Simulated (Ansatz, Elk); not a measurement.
**ScSI: X-ray structure factors from the self-consistent density**

The structure of ScSI used here is made up (a known structure type with other elements) and was relaxed beforehand with PBE. The aim is the Fourier transform of its all-electron density, F(hkl), set beside the sum over free spherical atoms that refinements use.

Program: Elk 11.2.3 (patched build). Level of theory: DFT, PBE, all-electron APW+lo, Dirac cores, scalar-relativistic bands, static density, no spin. Results are calculated unless marked as measured.

The structure was built from a prototype and need not be the compound's stable phase.

**1. Starting point**

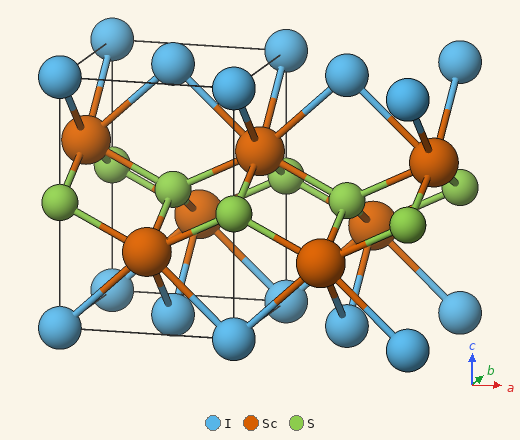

Start, viewed slightly off an axis; iodine blue, scandium orange, sulfur green. 2×1×1 cells are drawn. Some periodic images of atoms are drawn too.

**2. Ground state and structure factors**

An all-electron density is needed, since X-rays see the cores too. Task 0 finds the density and task 195 Fourier-transforms it; tshift is off so that phases refer to the origin typed.

The input, elk.in:

```
tasks
  0
  195

xctype
  20

spinpol
  .false.

rgkmax
  7.0

gmaxvr
  14.0

lmaxo
  7

lmaxapw
  8

swidth
  0.002

tshift
  .false.

ramdisk
  .false.

hmaxvr
  5.5

maxscl
  120

epspot
  1e-06

sppath
  './'

avec
  9.13052314275 0.00000000000 0.00000000000
  0.00000000000 9.13052314275 0.00000000000
  0.00000000000 0.00000000000 12.91154522572

atoms
  3
  'I.in'
  2
  0.5000000000 0.5000000000 -0.0000000000   0.000000 0.000000 0.000000
  0.0000000000 -0.0000000000 0.0000000000   0.000000 0.000000 0.000000
  'Sc.in'
  2
  0.5000000000 -0.0000000000 0.3253575797   0.000000 0.000000 0.000000
  0.0000000000 0.5000000000 0.6746424203   0.000000 0.000000 0.000000
  'S.in'
  2
  0.5000000000 0.5000000000 0.5000000000   0.000000 0.000000 0.000000
  -0.0000000000 0.0000000000 0.5000000000   0.000000 0.000000 0.000000

ngridk
  5 5 4
```

The run is started by

```sh
OMP_NUM_THREADS=4 elk
```

Numbers of over 12 decimals in the logs are rounded to 6 here.

Log:

```text
┌─────────────────────────┐
│ Elk code version 11.2.3 │
└─────────────────────────┘

All units are atomic (Hartree, Bohr, etc.)

┌─────────────────────────────────────────────────┐
│ Ground-state run starting from atomic densities │
└─────────────────────────────────────────────────┘

Lattice vectors :
   9.130523143       0.000000000       0.000000000
   0.000000000       9.130523143       0.000000000
   0.000000000       0.000000000       12.91154523

Reciprocal lattice vectors :
  0.6881517312       0.000000000       0.000000000
   0.000000000      0.6881517312       0.000000000
   0.000000000       0.000000000      0.4866331022

Unit cell volume      :    1076.389726
Brillouin zone volume :   0.2304464706

Muffin-tin inner radius fraction :   0.1000000000E-01

Nuclei treated as point charges

Species : 1 (I)
 parameters loaded from : I.in
 name : iodine
 nuclear charge    :   -53.00000000
 electronic charge :    53.00000000
 atomic mass :    231332.6972
 muffin-tin radius :    2.600000000
 number of radial points in muffin-tin :   1193
 inner part over the whole radius :   0.9964907323E-02
 number on inner part of muffin-tin    :    851
 approximate nuclear radius :   0.9002358621E-04
 number of mesh points to nuclear radius :    431
 atomic positions (lattice), magnetic fields (Cartesian) :
  1 :   0.50000000  0.50000000  0.00000000    0.00000000  0.00000000  0.00000000
  2 :   0.00000000  0.00000000  0.00000000    0.00000000  0.00000000  0.00000000

Species : 2 (Sc)
 parameters loaded from : Sc.in
 name : scandium
 nuclear charge    :   -21.00000000
 electronic charge :    21.00000000
 atomic mass :    81949.61073
 muffin-tin radius :    2.400000000
 number of radial points in muffin-tin :    993
 inner part over the whole radius :   0.9898716403E-02
 number on inner part of muffin-tin    :    698
 approximate nuclear radius :   0.6711386133E-04
 number of mesh points to nuclear radius :    323
 atomic positions (lattice), magnetic fields (Cartesian) :
  1 :   0.50000000  0.00000000  0.32535758    0.00000000  0.00000000  0.00000000
  2 :   0.00000000  0.50000000 -0.32535758    0.00000000  0.00000000  0.00000000

Species : 3 (S)
 parameters loaded from : S.in
 name : sulphur
 nuclear charge    :   -16.00000000
 electronic charge :    16.00000000
 atomic mass :    58450.91931
 muffin-tin radius :    2.200000000
 number of radial points in muffin-tin :    793
 inner part over the whole radius :   0.9890556315E-02
 number on inner part of muffin-tin    :    554
 approximate nuclear radius :   0.6195814986E-04
 number of mesh points to nuclear radius :    251
 atomic positions (lattice), magnetic fields (Cartesian) :
  1 :   0.50000000  0.50000000  0.50000000    0.00000000  0.00000000  0.00000000
  2 :   0.00000000  0.00000000  0.50000000    0.00000000  0.00000000  0.00000000

Total number of atoms per unit cell :    6
Total muffin-tin volume :    352.2605011
 ratio of muffin-tin to unit cell volume :   0.3272611141

Spin treatment :
 spin-unpolarised

Number of Bravais lattice symmetries :   16
Number of crystal symmetries         :   16
Crystal has no inversion symmetry
Complex Hermitian eigensolver will be used

k-point grid :      5     5     4
k-point offset :    0.000000000       0.000000000       0.000000000
k-point set is reduced with full crystal symmetry group
Total number of k-points :       18

Muffin-tin radius times maximum |G+k| :    7.000000000
 using average radius
Maximum |G+k| for APW functions       :    2.916666667
Maximum (1/2)|G+k|²                   :    4.253472222
Maximum |G| for potential and density :    14.00000000
Constant for pseudocharge density :    9
 order of it for each species :   16  16  16
 order of it for pair densities of each species (exact exchange by exxq0 0: 17) :   11  10   7
Radial integration step length :    1

G-vector grid sizes :     42    42    60
Number of G-vectors :    50025

Maximum angular momentum used for
 APW functions            :    8
 outer part of muffin-tin :    7
[...]
exchange                    :     -484.03205756086
 correlation                 :     -8.768602
 electron entropic           :    -0.31003974907646E-03
 total energy                :     -16567.264982134

Density of states at Fermi energy :    22.22857902
 (states/Hartree/unit cell)

Estimated indirect band gap :   0.3674835466E-02
 from k-point 6 to k-point 1
Estimated direct band gap   :   0.7993251591E-02
 at k-point 6

Charges :
 core                        :    112.0000000
 valence                     :    68.00000000
 interstitial                :    11.07089746
 muffin-tins (core leakage)
  species : 1 (I)
[...]
species : 2 (Sc)
[...]
species : 3 (S)
[...]
total in muffin-tins        :    168.9291025
 total calculated charge     :    179.9994292
 total charge                :    180.0000000
 error                       :   0.5708137472E-03

RMS change in Kohn-Sham potential (target) :   0.3240617462     (  0.1000000000E-05)
Absolute change in total energy (target)   :   0.5299163858     (  0.1000000000E-03)

[... loops 3 to 15 left out ...]

┌──────────────────┐
│ Loop number : 16 │
└──────────────────┘

Energies :
 Fermi                       :     0.211681
 sum of occupied eigenvalues :     -10014.141629540
 electron kinetic            :      17434.580427861
 core electron kinetic       :      16916.293913828
 Coulomb                     :     -33506.971967778
 Coulomb potential           :     -26806.785994831
 nuclear-nuclear             :     -1531.4505811988
 electron-nuclear            :     -37170.716363691
 Hartree                     :      5195.1949771112
 Madelung                    :     -20103.578970363
 xc potential                :     -641.93606257044
 exchange                    :     -484.07446527021
 correlation                 :     -8.774247
 electron entropic           :    -0.23542420520356E-03
 total energy                :     -16565.240487561

Density of states at Fermi energy :    15.52697850
 (states/Hartree/unit cell)

Estimated indirect band gap :   0.5192328047E-02
 from k-point 6 to k-point 1
Estimated direct band gap   :   0.1096093179E-01
 at k-point 6

Charges :
 core                        :    112.0000000
 valence                     :    68.00000000
 interstitial                :    11.06323507
 muffin-tins (core leakage)
  species : 1 (I)
[...]
species : 2 (Sc)
[...]
species : 3 (S)
[...]
total in muffin-tins        :    168.9367649
 total calculated charge     :    179.9994164
 total charge                :    180.0000000
 error                       :   0.5836041527E-03

RMS change in Kohn-Sham potential (target) :   0.2648258922E-06 (  0.1000000000E-05)
Absolute change in total energy (target)   :   0.4371496107E-04 (  0.1000000000E-03)

Convergence targets achieved

┌──────────────────┐
│ Loop number : 17 │
└──────────────────┘

Energies :
 Fermi                       :     0.211681
 sum of occupied eigenvalues :     -10014.141636908
 electron kinetic            :      17434.580418716
 core electron kinetic       :      16916.293907584
 Coulomb                     :     -33506.971964645
 Coulomb potential           :     -26806.785995990
 nuclear-nuclear             :     -1531.4505811988
 electron-nuclear            :     -37170.716356197
 Hartree                     :      5195.1949727511
 Madelung                    :     -20103.578966649
 xc potential                :     -641.93605963322
 exchange                    :     -484.07446530770
 correlation                 :     -8.774247
 electron entropic           :    -0.23542454786421E-03
 total energy                :     -16565.240493603

Density of states at Fermi energy :    15.52699891
 (states/Hartree/unit cell)

Estimated indirect band gap :   0.5192324808E-02
 from k-point 6 to k-point 1
Estimated direct band gap   :   0.1096091589E-01
 at k-point 6

Charges :
 core                        :    112.0000000
 valence                     :    68.00000000
 interstitial                :    11.06323460
 muffin-tins (core leakage)
  species : 1 (I)
[...]
species : 2 (Sc)
[...]
atom 2                    :    18.93377200     ( -0.2163966908E-06)
  species : 3 (S)
   atom 1                    :    14.54539423     (  0.7025027034E-04)
   atom 2                    :    14.54539423     (  0.7025027034E-04)
 total in muffin-tins        :    168.9367654
 total calculated charge     :    179.9994164
 total charge                :    180.0000000
 error                       :   0.5836041303E-03

┌──────────────────────────────┐
│ Self-consistent loop stopped │
└──────────────────────────────┘

Warning : core states of species 1 leak from the muffin-tin :   0.2013651114E-03

Wrote STATE.OUT
```

Wall time 26 s (4 threads of AMD EPYC 9B45 (Zen 5), shared host); peak memory 0.29 GiB; 68 s of CPU time.

SFACRHO.OUT:

```text

h k l indices transformed by vhmat matrix:
   1.000000000       0.000000000       0.000000000    
   0.000000000       1.000000000       0.000000000    
   0.000000000       0.000000000       1.000000000    

      h      k      l  multipl.   |H|            Re(F)            Im(F)           |F|

      0      0      0      1   0.0000000       180.00000      0.63128289E-16   180.00000    
      0      0     -1      2  0.48663310       53.788658     -0.67607636E-14   53.788658    
      0      1      0      4  0.68815173       0.0000000      0.86690632E-14  0.86690632E-14
      0      1      1      4  0.84283129      0.56017156E-14   31.043180       31.043180    
      0      1     -1      4  0.84283129     -0.18672385E-14  -31.043180       31.043180    
      1      1      0      4  0.97319351       84.652149     -0.92125550E-14   84.652149    
      0      0     -2      2  0.97326620       98.552343      0.74652796E-14   98.552343    
      1      1      1      8   1.0880797       79.670831     -0.93721250E-14   79.670831    
      0     -1     -2      4   1.1919731     -0.56017156E-14   25.487702       25.487702    
      0     -1      2      4   1.1919731      0.18672385E-14  -25.487702       25.487702    
      0      2      0      4   1.3763035       135.50783     -0.16922193E-13   135.50783    
     -1     -1      2      8   1.3763549       123.21446      0.11746915E-13   123.21446    
      0     -2      1      4   1.4598024       47.768638      0.74885565E-14   47.768638    
     -2      0      1      4   1.4598024       47.768638      0.74516311E-14   47.768638    
      0      0      3      2   1.4598993       89.600333      0.70287536E-14   89.600333    
      1      2      0      8   1.5387540       0.0000000      0.17007228E-13  0.17007228E-13
      1      2      1      8   1.6138698     -0.37344771E-14  -24.532312       24.532312    
     -2     -1      1      8   1.6138698     -0.37344771E-14   24.532312       24.532312
```

Elk indexes on the primitive cell of elk.in and gives |H| = 4π sin θ/λ in inverse bohr. Below, one row stands for each form hkl of the conventional cell (m members, Friedel mates merged), F is for one primitive cell and the density is static (no thermal factor). Free-atom factors are Waasmaier and Kirfel's, and R is Σm||F|−|F'||/Σm|F|.

```
hkl   m  sin θ/λ (Å⁻¹)  abs F, DFT  neutral atoms   diff.  abs of complex diff.
001   2          0.073      53.789         54.012  -0.223                 0.223
100   4          0.103       0.000          0.000  +0.000                 0.000
101   8          0.127      31.043         30.990  +0.053                 0.053
110   4          0.146      84.652         83.788  +0.864                 0.864
002   2          0.146      98.552         97.729  +0.824                 0.824
111   8          0.164      79.671         80.001  -0.330                 0.330
102   8          0.179      25.488         25.560  -0.072                 0.072
200   4          0.207     135.508        135.510  -0.002                 0.002
112   8          0.207     123.215        123.088  +0.127                 0.127
201   8          0.220      47.769         47.720  +0.049                 0.049
003   2          0.220      89.600         89.832  -0.232                 0.232
210   8          0.231       0.000          0.000  +0.000                 0.000
211  16          0.243      24.532         24.794  -0.262                 0.262
103   8          0.243       3.933          4.173  -0.240                 0.240
202   8          0.254      81.905         82.046  -0.141                 0.141
113   8          0.264      31.449         31.396  +0.053                 0.053
212  16          0.274      21.212         21.257  -0.045                 0.045
220   4          0.293     117.096        117.608  -0.512                 0.512
004   2          0.293      84.107         84.381  -0.273                 0.273
221   8          0.302      44.027         43.861  +0.166                 0.166
203   8          0.302      79.797         79.638  +0.160                 0.160
300   4          0.310       0.000          0.000  +0.000                 0.000
```

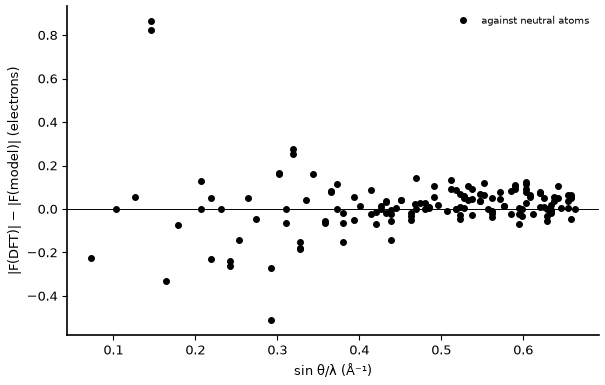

Difference between the calculated structure factors and the independent-atom ones.

**3. The highest occupied states alone**

An energy window below the Fermi level keeps the highest occupied states, to see at which angles they scatter; shallow core shells can lie inside it and anion s states outside. No new self-consistency is needed.

Edit elk.in of step 2 so:

```diff
@@ -1,3 +1,2 @@
 tasks
-  0
   195
@@ -40,2 +39,5 @@
 
+wsfac
+  -0.229310 0.511680
+
 sppath
```

The run is started by

```sh
OMP_NUM_THREADS=4 elk
```

Log:

```text
┌─────────────────────────────────┐
│ Elk code version 11.2.3 started │
└─────────────────────────────────┘

Info(readinput): the functional depends on the density's gradient
 muffin-tin radial points multiplied by    2.00000
 (not where nrmtscf is given)

┌────────────────────┐
│ Current task : 195 │
└────────────────────┘

Info(sfacrho): density structure factors written to SFACRHO.OUT

 Energy window :  -0.2293100000      0.5116800000

┌──────────────────┐
│ Elk code stopped │
└──────────────────┘
```

It took 8.8 s on 4 threads; peak memory 0.18 GiB; 10 s of CPU time.

States within 12 eV below the Fermi level hold 24.02 electrons; any levels below the window count with the cores. Their amplitudes can exceed the total, where window and core parts have opposite phase:

```
hkl  sin θ/λ (Å⁻¹)  abs F, window  abs F, all
001          0.073          0.931      53.789
100          0.103          0.000       0.000
101          0.127          1.517      31.043
110          0.146          6.704      84.652
002          0.146          7.155      98.552
111          0.164          0.679      79.671
102          0.179          0.581      25.488
200          0.207          3.255     135.508
112          0.207          3.102     123.215
201          0.220          1.276      47.769
```

**4. Another functional**

The difference from free atoms is small, so it is set against the change that PBEsol makes.

Edit elk.in of step 3 so:

```diff
@@ -1,2 +1,3 @@
 tasks
+  0
   195
@@ -4,3 +5,3 @@
 xctype
-  20
+  22
 
@@ -39,5 +40,2 @@
 
-wsfac
-  -0.229310 0.511680
-
 sppath
```

The run is started by

```sh
OMP_NUM_THREADS=4 elk
```

Log:

```text
┌─────────────────────────┐
│ Elk code version 11.2.3 │
└─────────────────────────┘

All units are atomic (Hartree, Bohr, etc.)

┌─────────────────────────────────────────────────┐
│ Ground-state run starting from atomic densities │
└─────────────────────────────────────────────────┘

Lattice vectors :
   9.130523143       0.000000000       0.000000000
   0.000000000       9.130523143       0.000000000
   0.000000000       0.000000000       12.91154523

Reciprocal lattice vectors :
  0.6881517312       0.000000000       0.000000000
[...]
species : 1 (I)
[...]
species : 2 (Sc)
[...]
species : 3 (S)
   atom 1                    :    14.52050141     (  0.7077055521E-04)
   atom 2                    :    14.52050141     (  0.7077055521E-04)
 total in muffin-tins        :    168.8668072
 total calculated charge     :    179.9994126
 total charge                :    180.0000000
 error                       :   0.5874115500E-03

┌──────────────────────────────┐
│ Self-consistent loop stopped │
└──────────────────────────────┘

Warning : core states of species 1 leak from the muffin-tin :   0.2031519307E-03

Wrote STATE.OUT
[key lines of the parts left out:]
total energy                :     -16556.263317299
```

The job ended after 25 s (4 threads; peak memory 0.31 GiB; 65 s of CPU time).

Against the first run R = 0.02 %; the largest change is -0.054 at 002.

**5. Basis size**

A smaller basis shows how fast F responds to it; the change is likely larger than the basis error of the first run, but doesn't show convergence.

Edit elk.in of step 4 so:

```diff
@@ -5,3 +5,3 @@
 xctype
-  22
+  20
 
@@ -11,3 +11,3 @@
 rgkmax
-  7.0
+  5.5
```

The run is started by

```sh
OMP_NUM_THREADS=4 elk
```

Log:

```text
┌─────────────────────────┐
│ Elk code version 11.2.3 │
└─────────────────────────┘

All units are atomic (Hartree, Bohr, etc.)

┌─────────────────────────────────────────────────┐
│ Ground-state run starting from atomic densities │
└─────────────────────────────────────────────────┘

Lattice vectors :
   9.130523143       0.000000000       0.000000000
   0.000000000       9.130523143       0.000000000
   0.000000000       0.000000000       12.91154523

Reciprocal lattice vectors :
  0.6881517312       0.000000000       0.000000000
[...]
species : 1 (I)
[...]
species : 2 (Sc)
[...]
species : 3 (S)
   atom 1                    :    14.50436119     (  0.6981405361E-04)
   atom 2                    :    14.50436119     (  0.6981405361E-04)
 total in muffin-tins        :    168.7215259
 total calculated charge     :    179.9994793
 total charge                :    180.0000000
 error                       :   0.5206851073E-03

┌──────────────────────────────┐
│ Self-consistent loop stopped │
└──────────────────────────────┘

Warning : core states of species 1 leak from the muffin-tin :   0.2016348605E-03

Wrote STATE.OUT
[key lines of the parts left out:]
total energy                :     -16565.131968668
```

Wall time 20 s (4 threads); peak memory 0.3 GiB; 45 s of CPU time.

Against the first run R = 0.04 %; the largest change is -0.079 at 200.

**6. Settings against the effect**

```
          run  R against the first run (%)  R against neutral atoms, low angle (%)  wall time
PBE, rgkmax 7                         0.00                                    0.36       26 s
       PBEsol                         0.02                                    0.36       25 s
   rgkmax 5.5                         0.04                                    0.39       20 s
```

**7. What came out**

```yaml
r_against_neutral_atoms_sin_theta_lambda_0p3_a_minus1: 0.36 %
r_against_neutral_atoms_0p3_to_0p66_a_minus1: 0.15 %
```

In words: Independent neutral atoms miss the calculated amplitudes by R = 0.36 % below 0.3 Å⁻¹ and 0.15 % from there to 0.66 Å⁻¹; by shells, 0.67 % below 0.15 Å⁻¹ (4 forms), 0.31 % 0.15 to 0.3 (13 forms), 0.19 % 0.3 to 0.45 (34 forms), 0.14 % above 0.45 (88 forms). Bonding, aspherical density and the tables' own atoms all enter these figures, and the runs don't part them. The largest change of an amplitude is +0.86 electrons, at 110. The window's part falls from 24.0 electrons at the origin to at most 0.37 between 0.45 and 0.66 Å⁻¹. Below 0.3 Å⁻¹ the changes that finished (PBEsol and rgkmax 5.5) move F by R = 0.05 % at most, against the 0.36 % that separates it from free atoms. The k-mesh has no finished test. Part of the difference isn't bonding: the tables are fits to free atoms and ions calculated by other methods than this functional. Thermal motion, anomalous dispersion and extinction are left out.

[Logs are printed without paths, hosts, clocks, repeated set-up lines and the standing remarks that a program may print on its own settings, such as how far it seeks lower states.]

[Hosts, paths, dates, database ids (printed as entryN), source tags and the programs' standing remarks are cut or masked in the printed files.]
